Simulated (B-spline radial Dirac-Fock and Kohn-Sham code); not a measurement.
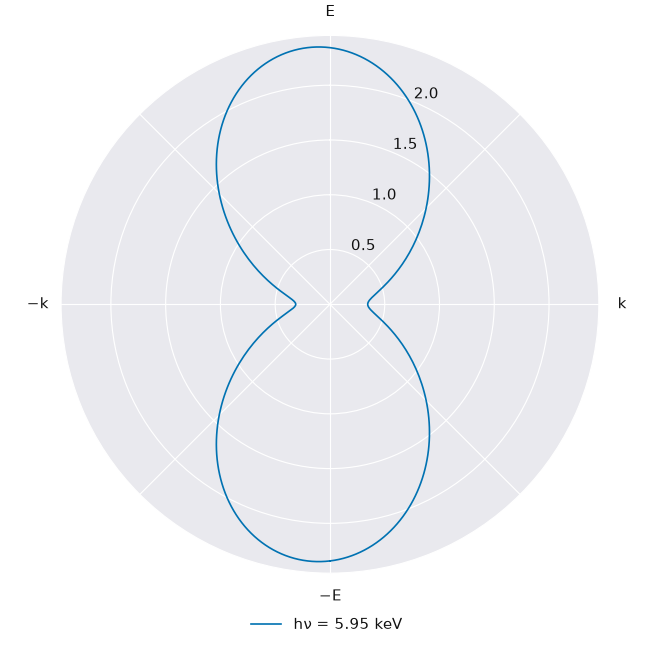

Angular distribution of photoelectrons from L3 (2p3/2) in the plane of the polarisation E (up) and the photon direction k (right), relative to an isotropic one. Species: the barium atom. The calculation used a Dirac–Hartree–Slater potential; 1 + βP₂(cos θ) + (δ + γ cos²θ) sin θ cos φ with E1 and E1–E2 terms (a B-spline radial atomic code).

> What are β, γ and δ at 5.95 keV?

β = 1.343, γ = −0.297, δ = 0.016.

> Is the pattern at 5.95 keV symmetric between forward and backward?

No: 45° forward of E it is 0.87 times the value 45° backward, from the non-dipole terms.
